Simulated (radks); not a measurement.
Ge⁺ (Z = 32, 31 electrons) in the configuration [Ar] 3d10 4s2 4p1 (high spin). Method: non-relativistic Kohn-Sham, PBE, spin-polarised, spherical densities, point nucleus; computed with the in-house radial solver radks.

```
Z 32
configuration [Ar] 3d10 4s2 4p1 5s0 4d0 5p0 4f0
relativity non-relativistic
functional pbe,pbe
spin polarised
nucleus point
```

Launched within a batch that task.json describes:
```bash
python run_ks.py task.json out
```

Wanted: the number of electrons inside radius r (solid) and the radial density 4πr²ρ (dashed).

The count levels off at 31 electrons. Half of them lie within 0.504 bohr, 90 % within 1.45 bohr and 99 % within 3.36 bohr. The radial density has minima at 0.0707 and 0.329 bohr, where the count stands at 2.1 and 11.0; these part the shells that the density resolves.

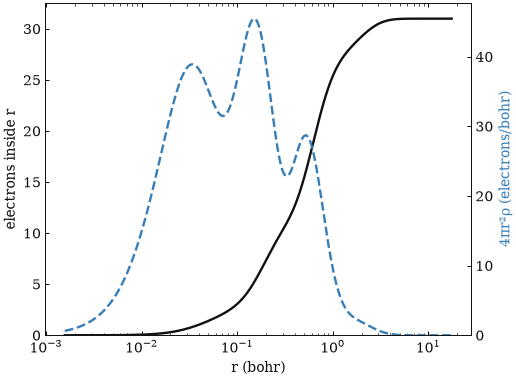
